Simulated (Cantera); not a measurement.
A closed system holds: 1 mol SiO2, a varied amount of H2, equilibrated at 1500 °C and 1.20 mbar.

Equilibrium computed with Cantera from the NASA thermochemical tables; the gas is ideal and each condensed phase is pure. Candidate condensed phases: H2O, Si, SiO2; 18 gas species. Kinetics and transport are ignored.

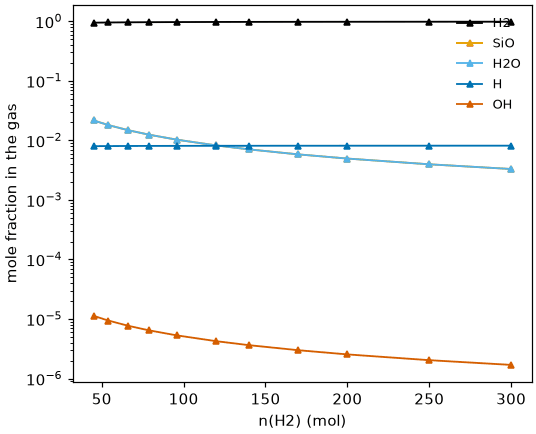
Fig. 1. Equilibrium gas composition (values under 1e-9 drawn at 1e-9)

Question: Read off the mole fractions at 79 mol H2.

Answer: H2 about 0.97, SiO about 0.012, H2O about 0.012, H about 0.0081, OH about 6.4e-6.
